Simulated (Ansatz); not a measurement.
# BH4NSi: two geometries relaxed

Aim: relax the geometries before and after the shift of H4 from N1 to B2, and see whether they are two minima and how far apart in energy. SMILES of the start: N=B[SiH3].

Method: UKS PBE-D4/6-31G*, in Ansatz 0.2.0.

**1. Starting point**

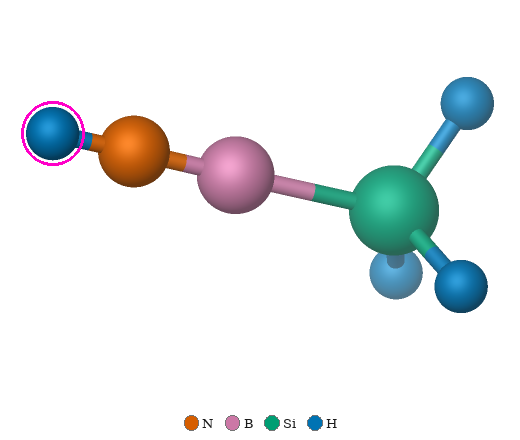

The starting structure, seen from a chosen angle (nitrogen orange, boron pink, silicon teal, hydrogen blue). Ringed: H4.

As a file:

```xyz
7

N    -1.4713   -1.4921    0.0673
B    -0.5973   -0.6111    0.0218
Si    0.7547    0.7659   -0.0335
H    -2.1642   -2.1998    0.0944
H     0.6855    1.5970   -1.2485
H     0.6649    1.7084    1.0958
H     2.1278    0.2318    0.0028
```

**2. End point A**

input.yaml

```yaml
crystal:
  periodic: [false, false, false]
  atoms:
    - { symbol: "N", position_ang: [-1.4713, -1.49214, 0.06727] }
    - { symbol: B, position_ang: [-0.59734, -0.61114, 0.02177] }
    - { symbol: Si, position_ang: [0.75469, 0.76586, -0.03354] }
    - { symbol: H, position_ang: [-2.16422, -2.19977, 0.09438] }
    - { symbol: H, position_ang: [0.68549, 1.59696, -1.24847] }
    - { symbol: H, position_ang: [0.66485, 1.70841, 1.09578] }
    - { symbol: H, position_ang: [2.12783, 0.23182, 0.0028] }
magnetization:
  spin_polarized: true
basis:
  gaussian: { orbitals: "6-31G*" }
hamiltonian:
  xc: pbe
  dispersion: d4
relax:
  f_tol: 0.02
  max_steps: 50
```

Command:

```sh
$ ansatz run input.yaml --threads 1 --pin off --max-ram 2048MiB --backend cpu --events-out ev --progress --plain --runs-dir out
```

Output (excerpt; [...] marks lines left out):

```text
Warning: RAYON_NUM_THREADS=1 ignored (pool sized by the plan → 1); use --threads N
[...]
Functional definition: PBE
[...]
703 factors; their error is unknown
[...]
mean field -10101.03786310 eV, -371.2062947394 hartree, gradient 1.1e-5 eV, S^2 0.000000; 0 other end points of the search recorded, 0 dependent functions left out
[...]
reference -10101.03789458 eV, -371.2062958966 hartree; 15, 15 occupied and 42, 42 virtual orbitals, 703 factors
relax step   1: F+E_penalty+E_count = -10101.14589651 eV  Δ(F+E_penalty+E_count) = +0.000e0 eV  max|allowed force component| = 4.872e-1 eV/Å  Δτ_max = 0.0000 Å  (28 SCF iters, accepted)
[...]
relax step   2: F+E_penalty+E_count = -10101.20702287 eV  Δ(F+E_penalty+E_count) = -6.113e-2 eV  max|allowed force component| = 1.631e-1 eV/Å  Δτ_max = 0.0501 Å  (28 SCF iters, accepted)
[...]
relax step   3: F+E_penalty+E_count = -10101.21105178 eV  Δ(F+E_penalty+E_count) = -4.029e-3 eV  max|allowed force component| = 1.387e-2 eV/Å  Δτ_max = 0.0165 Å  (29 SCF iters, accepted)
703 factors; their error is unknown
[...]
mean field -10101.10393854 eV, -371.2087229673 hartree, gradient 1.4e-5 eV, S^2 0.000000; 1 other end points of the search recorded, 0 dependent functions left out
[...]
reference -10101.10396996 eV, -371.2087241220 hartree; 15, 15 occupied and 42, 42 virtual orbitals, 703 factors
Total energy: -10101.21108320 eV, -371.2126604609 hartree
Atom 0 at    -1.478327    -1.499673     0.067267 Å, force     0.013874     0.003712    -0.010948 eV/Å
Atom 1 at    -0.597102    -0.609400     0.023320 Å, force    -0.003940     0.003669     0.007919 eV/Å
Atom 2 at     0.789076     0.801525    -0.034915 Å, force     0.004944     0.003918    -0.001278 eV/Å
Atom 3 at    -2.179674    -2.216571     0.094000 Å, force    -0.001415     0.002605     0.003976 eV/Å
Atom 4 at     0.663373     1.607773    -1.293338 Å, force    -0.004745    -0.004952     0.000147 eV/Å
Atom 5 at     0.643768     1.724334     1.138458 Å, force    -0.003829    -0.004224    -0.000008 eV/Å
Atom 6 at     2.158885     0.192012     0.005198 Å, force    -0.004889    -0.004727     0.000192 eV/Å
Dipole moment:    -0.088176    -0.091744     0.001763 e Å
```

Wall time 3.9 s (1 thread of Intel Xeon 6975P-C (Granite Rapids), shared host); peak memory 0.15 GiB.

The steps of the relaxation:

```tsv
step	energy from step 1 (eV)	largest force component (eV/Å)
1	0.0000	0.4872
2	-0.0611	0.1631
3	-0.0652	0.0139
```

Step 1 is the start.

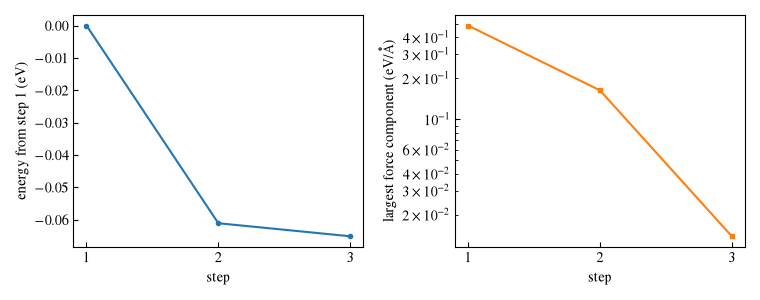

How energy and force went from step to step.

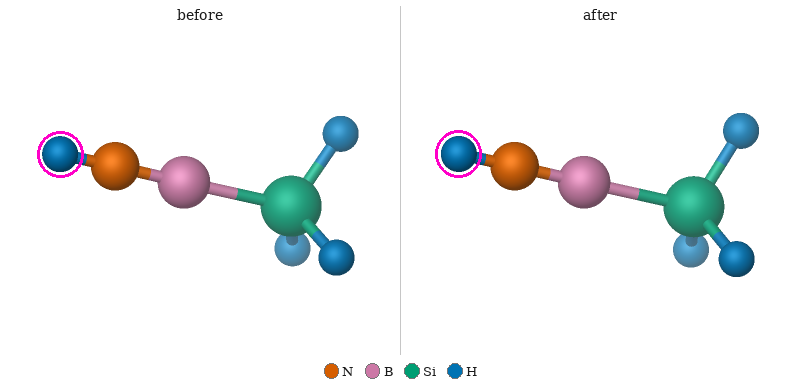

The structure before (left) and after (right), drawn at the same scale.

After: Bond lengths: N1–B2 1.253 Å, B2–Si3 1.979 Å, N1–H4 1.003 Å, Si3–H5 1.500 Å, Si3–H6 1.500 Å, Si3–H7 1.500 Å. Angles: N1–B2–Si3 179.6°, B2–N1–H4 179.4°, B2–Si3–H5 110.4°, B2–Si3–H6 110.4°, B2–Si3–H7 110.4°, H5–Si3–H6 108.5°, H5–Si3–H7 108.5°, H6–Si3–H7 108.5°.

**3. End point B**

The second end starts from a geometry with the move made by hand.

input.yaml: that of step 2 with these lines changed.

```diff
@@ -6,3 +6,3 @@
     - { symbol: Si, position_ang: [0.75469, 0.76586, -0.03354] }
-    - { symbol: H, position_ang: [-2.16422, -2.19977, 0.09438] }
+    - { symbol: H, position_ang: [-0.58226, -1.40108, -0.84117] }
     - { symbol: H, position_ang: [0.68549, 1.59696, -1.24847] }
```

Command:

```sh
$ ansatz run input.yaml --threads 1 --pin off --max-ram 2048MiB --backend cpu --events-out ev --progress --plain --runs-dir out
```

Output (excerpt; [...] marks lines left out):

```text
Warning: RAYON_NUM_THREADS=1 ignored (pool sized by the plan → 1); use --threads N
[...]
[... 1 set-up line as earlier in the session ...]
[...]
703 factors; their error is unknown
[...]
mean field -10098.97156556 eV, -371.1303597057 hartree, gradient 1.3e-5 eV, S^2 0.000000; 0 other end points of the search recorded, 0 dependent functions left out
[...]
reference -10098.97159569 eV, -371.1303608129 hartree; 15, 15 occupied and 42, 42 virtual orbitals, 703 factors
relax step   1: F+E_penalty+E_count = -10099.07180515 eV  Δ(F+E_penalty+E_count) = +0.000e0 eV  max|allowed force component| = 4.717e0 eV/Å  Δτ_max = 0.0000 Å  (28 SCF iters, accepted)
[...]
relax step   3: F+E_penalty+E_count = -10099.97915921 eV  Δ(F+E_penalty+E_count) = -4.358e-1 eV  max|allowed force component| = 1.181e0 eV/Å  Δτ_max = 0.1962 Å  (35 SCF iters, accepted)
[...]
mean field -10101.10395009 eV, -371.2087233915 hartree, gradient 1.4e-5 eV, S^2 0.000000; 1 other end points of the search recorded, 0 dependent functions left out
[...]
reference -10101.10398151 eV, -371.2087245463 hartree; 15, 15 occupied and 42, 42 virtual orbitals, 703 factors
Total energy: -10101.21112290 eV, -371.2126619196 hartree
Atom 0 at    -1.088785    -1.510848    -0.385437 Å, force     0.003002     0.003562     0.000382 eV/Å
Atom 1 at    -0.307764    -0.542583    -0.232682 Å, force    -0.002729    -0.004860    -0.002162 eV/Å
Atom 2 at     0.928549     0.983606     0.002176 Å, force     0.005768     0.003844    -0.001870 eV/Å
Atom 3 at    -1.713226    -2.286310    -0.509010 Å, force    -0.000524     0.001246     0.001950 eV/Å
Atom 4 at     0.841904     1.908010    -1.176387 Å, force     0.003054    -0.005597     0.010391 eV/Å
Atom 5 at     0.580035     1.753611     1.241571 Å, force     0.001764    -0.005153    -0.007662 eV/Å
Atom 6 at     2.341246     0.493204     0.124210 Å, force    -0.010335     0.006957    -0.001027 eV/Å
Dipole moment:    -0.078242    -0.097129    -0.015468 e Å
```

Run time: 12 s. Hardware: 1 thread of Intel Xeon 6975P-C (Granite Rapids), shared host; peak memory 0.15 GiB.

Relaxation path:

```tsv
step	energy from step 1 (eV)	largest force component (eV/Å)
1	0.0000	4.7174
2	-0.4715	1.9957
3	-0.9074	1.1808
4	-1.1760	1.4446
5	-1.3919	1.4074
6	-1.6371	1.1763
7	-1.8394	0.5101
8	-1.9802	0.8396
9	-2.0822	0.9321
10	-2.1379	0.2609
11	-2.1393	0.0104
```

Step 1 is the start.

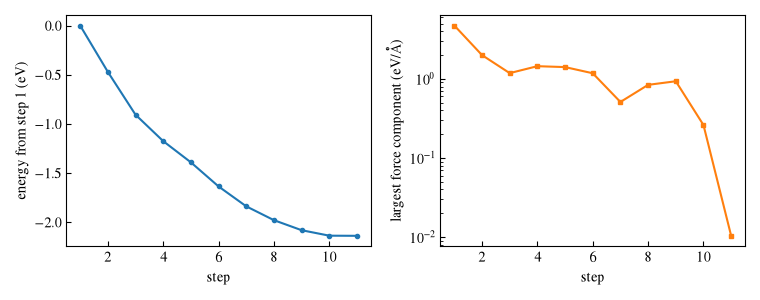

Energy and largest force along the relaxation.

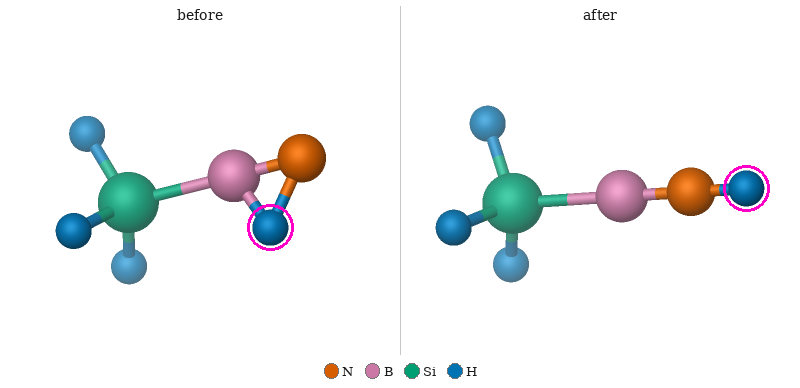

The structure before (left) and after (right), drawn at the same scale.

After: Bond lengths: N1–B2 1.253 Å, B2–Si3 1.978 Å, N1–H4 1.003 Å, Si3–H5 1.500 Å, Si3–H6 1.500 Å, Si3–H7 1.500 Å. Angles: N1–B2–Si3 179.8°, B2–N1–H4 179.9°, B2–Si3–H5 110.2°, B2–Si3–H6 110.4°, B2–Si3–H7 110.2°, H5–Si3–H6 108.6°, H5–Si3–H7 108.6°, H6–Si3–H7 108.6°.

Pairs that crossed the distance rule for bonds on the way: came closer N1–H4; moved apart B2–H4.

**4. What came out**

```
                           quantity                     value
                              end A   2 moves, 0.065 eV lower
                              end B  10 moves, 2.139 eV lower
largest difference between the ends                    0.01 Å
            end B relative to end A                 -0.000 eV
```

The two relaxations end at one structure, within 0.01 Å: no second minimum was found from this start, which doesn't rule one out.
